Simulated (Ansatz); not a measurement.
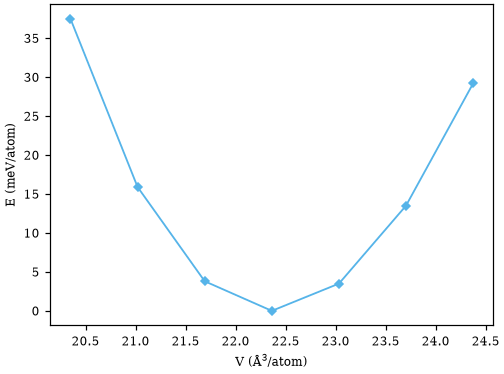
Figure: Sc (fcc (Cu type), Fm-3m) under volume change, LDA in the plane-wave PAW code Ansatz, scaled uniformly.

Question: What does a third-order Birch–Murnaghan fit give for V₀, B₀ and B′?

Answer: V₀ = 22.36 Å³/atom, B₀ = 58.3 GPa, B′ = 3.1.

The workflow started from an entry of the Crystallography Open Database (COD), which files this formula under 2 space groups. It is not the phase usual at ambient conditions (space group No. 194). The LDA relaxation kept the symmetry of its start; whether a distortion lowers the energy is not shown. No spin polarisation was allowed.

Potentials: the later of the program's two PAW sets.
